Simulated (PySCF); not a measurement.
# C3H10B (charge −1): what the fields show

```xyz
14

C     2.0518   -0.0526    0.0322
B     0.5194   -0.6483    0.1768
C    -0.5634    0.5606   -0.1575
C    -2.0211    0.1227   -0.0535
H     2.2382    0.7779    0.7206
H     2.2539    0.3253   -0.9752
H     2.8139   -0.8107    0.2417
H     0.3603   -1.5765   -0.6109
H     0.3414   -1.0593    1.3198
H    -0.4000    0.9553   -1.1699
H    -0.4157    1.4095    0.5244
H    -2.2163   -0.6955   -0.7472
H    -2.7318    0.9320   -0.2762
H    -2.2313   -0.2409    0.9527
```

Geometry: GFN2-xTB.

Theory: PBE0/pcSseg-1, SCF density, gas phase, non-relativistic (PySCF 2.14.0).

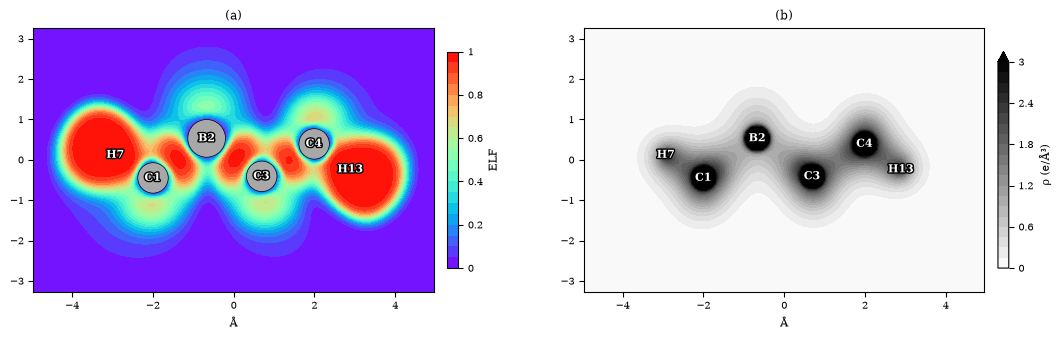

Figure 1. (a) ELF; (b) total electron density on the plane of atoms C1, B2 and C3. Grey discs cover the atomic cores in the ELF map.

> Interpret the plot.

Atoms in the plane: C, B and H. C–C (1.53 Å): ρ is about 1.6 e/Å³ halfway; the ELF peaks at about 0.95 between the atoms (a shared electron pair). C–B (1.65 Å): the density is about 1.2 e/Å³ at the midpoint; the ELF peaks at about 1 between the atoms, as expected for a covalent bond. C–H (1.10 Å): the density is about 1.9 e/Å³ at the midpoint; the ELF climbs to about 1 towards the hydrogen, as it does in any bond to H: a covalent bond by its length.

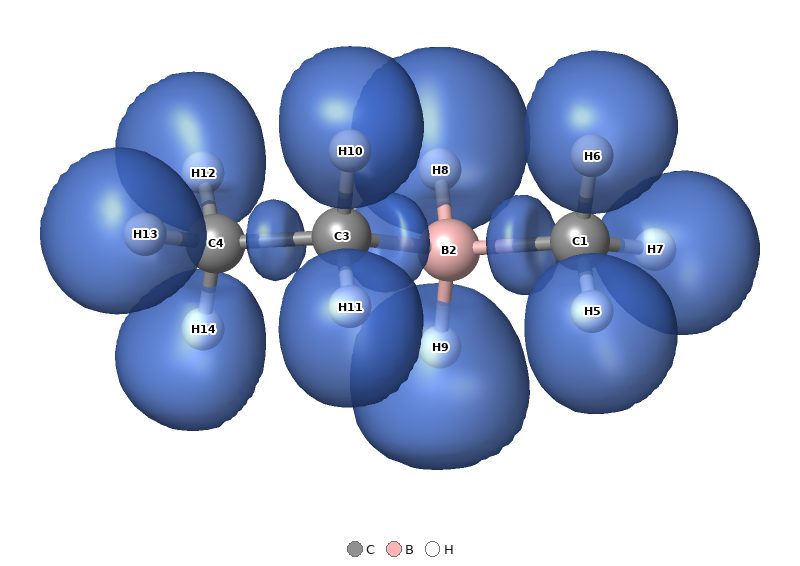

Figure 2. Isosurface of the electron localisation function at 0.8 (blue), seen from one side. Core shells and regions of very low density are left out.

> Describe the localisation domains.

The ELF exceeds this value in two regions between bonded B–C atoms (shared pairs), one region between bonded C–C atoms (shared pairs) and ten regions around hydrogen nuclei.
